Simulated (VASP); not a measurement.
Shape and ions are relaxed at each volume.

Energy against volume of PbO₂ (rutile). Level of theory: PBE GGA with D3 dispersion (zero damping), VASP's PBE PAW potentials (set 64) (plane waves; VASP 6.6.1).

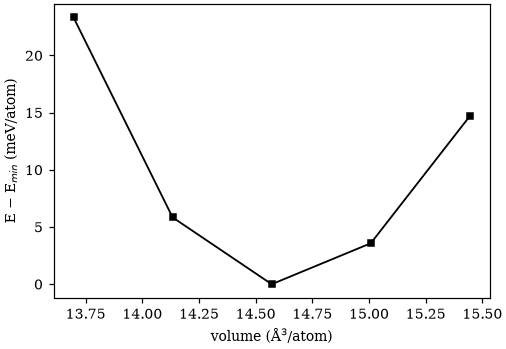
*Energy against volume*

Problem. Estimate the equilibrium volume and the bulk modulus.

Solution. The minimum lies near 14.6 Å³/atom, and the curvature gives B0 of about 110 GPa.

The compound is PbO2 in the rutile structure. It was relaxed first, which changed the volume by +5 %.
